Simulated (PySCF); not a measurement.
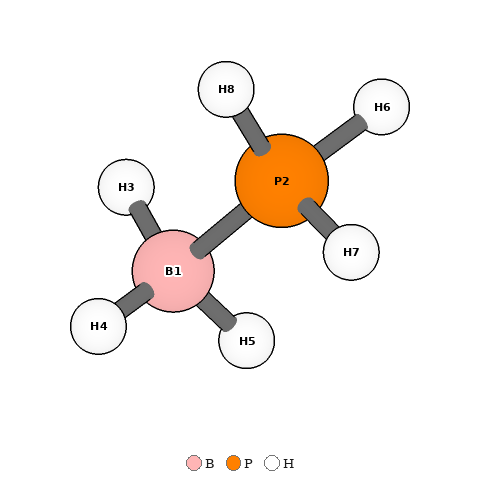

The molecule: BPH₆ (borane phosphine), SMILES [BH3-][PH3+].

Kohn-Sham orbital energies near the frontier, PBE0/aug-cc-pVTZ, PySCF, at a PBE0-D3(BJ)/def2-SVP geometry (no frequency check), isolated molecule; empty levels in grey, levels within 0.03 eV side by side.

Q: Where do the frontier orbitals lie?

A: HOMO at −8.58 eV, LUMO at −0.51 eV, 8.07 eV apart.

Q: Is the HOMO or the LUMO degenerate, or nearly so?

A: The HOMO is one of 2 levels that coincide within 0.005 eV and the LUMO stands alone.

Q: List the levels with the atoms that carry most of them (a dash for levels above zero or within 0.03 eV of another, where shares mean little).

A:
```csv
orbital,energy (eV),Löwdin shares
LUMO,−0.51,H8/H7/H6 23 % each
HOMO,−8.58,–
HOMO−1,−8.59,–
```

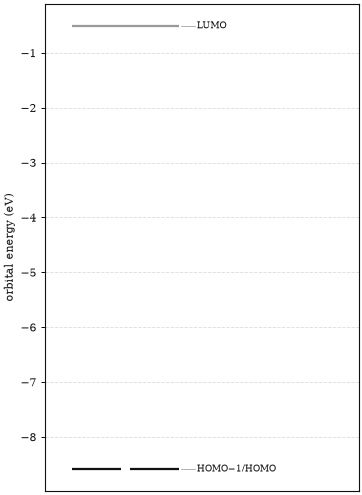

Known limits of this run: empty levels above zero depend strongly on the basis.
